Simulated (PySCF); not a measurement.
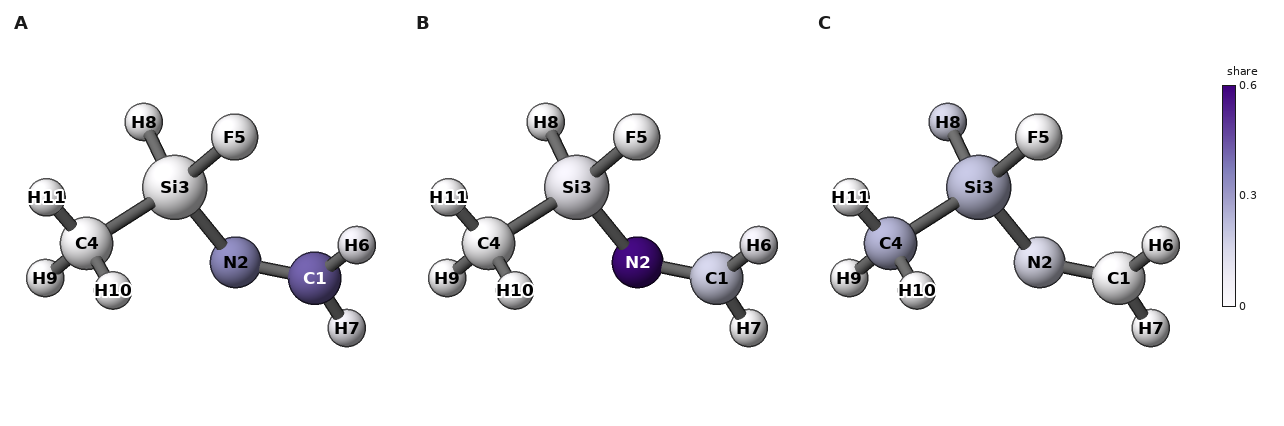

Each panel colours the atoms by their Löwdin share in one orbital (up to four of the largest shares; other atoms are shown as zero). Computed geometry: PBE0-D3(BJ)/def2-SVP optimisation. No frequency run is at hand to confirm it as a minimum. Method: ωB97X-D/def2-SVPD (PySCF 2.14.0).

The panels show the HOMO−1, HOMO, LUMO, in some order. Which is which?

A: LUMO, 0.77 eV; C1 0.42, N2 0.34, H7 0.06, H6 0.06
B: HOMO, −9.31 eV; N2 0.58, C1 0.17, H6 0.07, Si3 0.07
C: HOMO−1, −10.84 eV; C4 0.24, Si3 0.21, H8 0.16, N2 0.14
